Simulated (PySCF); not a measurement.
Molecule: SMILES C[CH](C)[Zn][F] (C₃H₇FZn). Atoms near the plane z = 0.0 Å, at the CAM-B3LYP/def2-SVP optimised geometry (x, y, z in Å): Zn1 (-0.9, 0.0, 0.0), F2 (-2.7, 0.0, 0.0), C3 (1.0, 0.0, 0.0), C4 (1.6, 1.1, -0.9), C5 (1.6, -1.3, -0.3), H6 (1.3, 0.3, 1.0), H7 (2.7, 1.1, -0.9), H9 (1.2, 2.1, -0.6), H10 (1.2, -2.1, 0.3), H11 (2.7, -1.3, -0.3).

Level of theory: CAM-B3LYP/def2-TZVP (PySCF). Cells within 0.4 Å of a nucleus heavier than hydrogen are left out (blank, or x). The values are rescaled to run from 0 to 1.

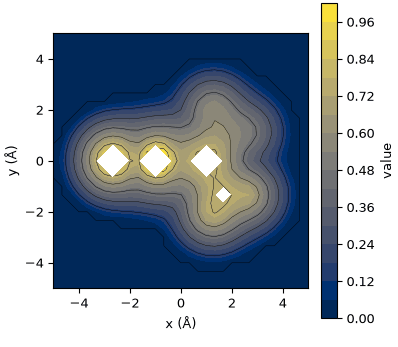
*a field on the plane z = 0.0 Å.*

**Question.** Which quantity is mapped?
(A) an orbital amplitude
(B) log10 of the electron density
(C) electron localisation function
(D) electrostatic potential

**Answer.** B, log10 of the electron density. In full: log10 of the electron density (e/bohr³), floored at −4.
